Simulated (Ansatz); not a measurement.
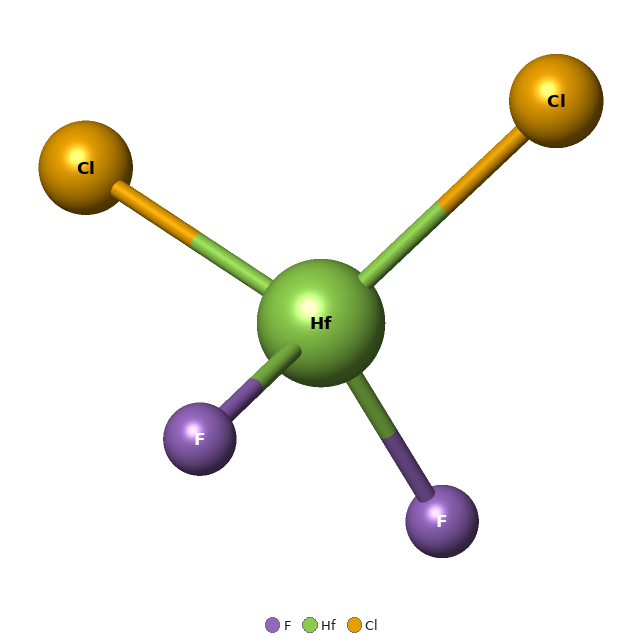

The species is neutral and a spin singlet. Harmonic vibrations computed with RKS PBE0-D4/def2-TZVP, core potentials on Hf (Ansatz 0.2.0) at a stationary point of the same level.

Minimum or transition state?

A minimum: no imaginary frequency, and the lowest mode lies at 99 cm⁻¹.

How many vibrational modes are there, and where do they lie?

9 modes: 99, 118, 138, 149, 168, 388, 395, 660, 672 cm⁻¹.
